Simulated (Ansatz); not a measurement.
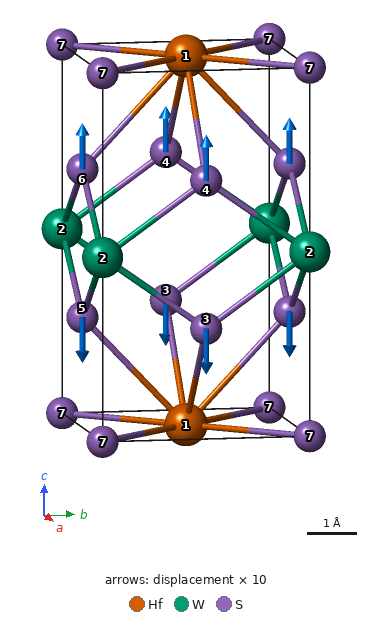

This is a relaxation of a crystal of HfWS5 (a generated structure, set up in P4/mmm) (coarse preliminary run). The starting structure is drawn; blue arrows show the displacements (the part carried along by the change of the cell is left out), 10 times their true length.

Style: ball-and-stick. Shown: the cell of the calculation, slightly off an axis.

Theory: Ansatz 0.2.0, DFT PBE, scalar-relativistic, plane waves, PAW.

Input file:
```yaml
crystal:
  lattice:
    - [4.30788624, 0.0, 0.0]
    - [0.0, 4.30788624, 0.0]
    - [0.0, 0.0, 7.59599234]
  atoms:
    - { symbol: Hf, position: [0.5, 0.5, 0.0] }
    - { symbol: W, position: [0.0, 0.0, 0.5] }
    - { symbol: S, position: [0.0, 0.5, 0.29906565] }
    - { symbol: S, position: [0.0, 0.5, 0.70093435] }
    - { symbol: S, position: [0.5, 0.0, 0.29906565] }
    - { symbol: S, position: [0.5, 0.0, 0.70093435] }
    - { symbol: S, position: [0.0, 0.0, 0.0] }
basis:
  ecutwfc: 420
kpoints:
  mp_grid: { grid: [4, 4, 2] }
hamiltonian:
  xc: pbe
scf:
  occupations: { method: gaussian, width: 0.1 }
  lower_state_search: "off"
output:
  forces: true
  stress: true
  eigenvalues: true
relax:
  adjacent_minimum: "off"
  f_tol: 0.04
  max_steps: 70
  cell: { stress_tol: 0.4 }
```

Launched with:
```bash
ansatz run input.yaml --threads 1 --pin off --max-ram 2048MiB --backend cpu --events-out ev --progress --plain --runs-dir out
```

### Atoms of which element are displaced furthest, and by how much?

Sulfur: up to 0.095 Å, against 0.000 Å for tungsten.

### What happened in the run?

Over 5 accepted moves (7 points after the start) the energy falls by 262 meV per atom. The largest force component goes from 0.39 to 0.034 eV/Å. The pressure goes from −14.64 to 0.27 GPa. The line search rejected the trial step at point 5 of the run. The SCF was repeated once at an unchanged geometry on a basis and grid sized afresh for the cell, which shifted the energy by 0.2 meV per atom at most. The largest moves relative to the cell, 0.095 Å, are those of S3, S4, S5 and S6. S3 goes along −c. W and Hf stay in place. Cell: a = b 4.308 → 4.339 Å (+0.7 %), c 7.596 → 6.173 Å (−18.7 %). Volume −17.6 %. Among the contacts that change: W2–S7 3.798 → 3.086 Å, S3–S4 3.053 → 2.670 Å, Hf1–S3 3.131 → 2.788 Å, S3–S7 3.131 → 2.788 Å. New bonds form: W2–S7 (3.80 → 3.09 Å). Bond angles that change, for instance: Hf1–S4–Hf1 87.0° → 102.2°, W2–S4–W2 109.4° → 116.8°, Hf1–S4–W2 114.8° → 109.2°. The space group stays P4/mmm (No. 123). The run took 31 s on 1 thread of Intel(R) Xeon(R) 6975P-C (Granite Rapids) (shared host), peak memory 0.51 GiB.

Limits of the set-up: the k-point mesh is coarse for a cell with partly filled bands.
